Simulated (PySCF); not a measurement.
# C2H4P: the cost of one run

Computed with PySCF 2.14.0 and routines of our own; the level stands in each step. Atoms count from 0.

## Step 1: The system as given

7 atoms, charge 1, multiplicity 1; geometry from: GFN2-xTB.

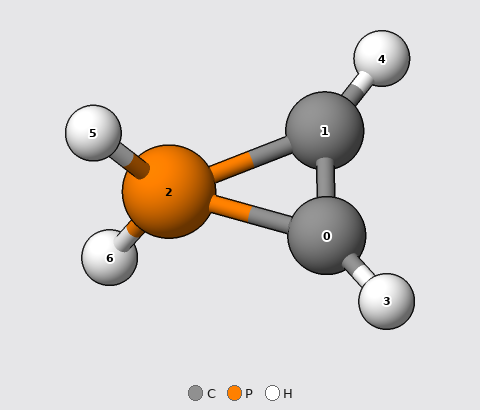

The starting geometry (carbon grey, phosphorus orange, hydrogen white).

## Step 2: Magnetic properties: GIAO wB97X-D/pcSseg-1

What the job is given:

```
{"job": {"kind": "mag", "xc": "wB97X-D", "basis": "pcSseg-1", "isotopologues": 4}, "charge": 1, "multiplicity": 1}
C     -0.711146     0.663169     0.189693
C     -0.758450    -0.625413    -0.127885
P      0.917159    -0.022236    -0.047259
H     -1.297026     1.528819     0.428684
H     -1.405129    -1.461454    -0.308879
H      1.676178    -0.321973     1.065490
H      1.581748     0.243993    -1.226921
```

Method: GIAO wB97X-D/pcSseg-1 magnetisability, rotational g tensor and spin-rotation constants, non-relativistic, gas phase.

On the command line:

```sh
OMP_NUM_THREADS=1 python excited_run.py task.json out
```

This one command runs all jobs of the session in turn.

**Question.** How long does this run take on 1 thread of Arm Neoverse V1, shared host?

About 5.6 s.
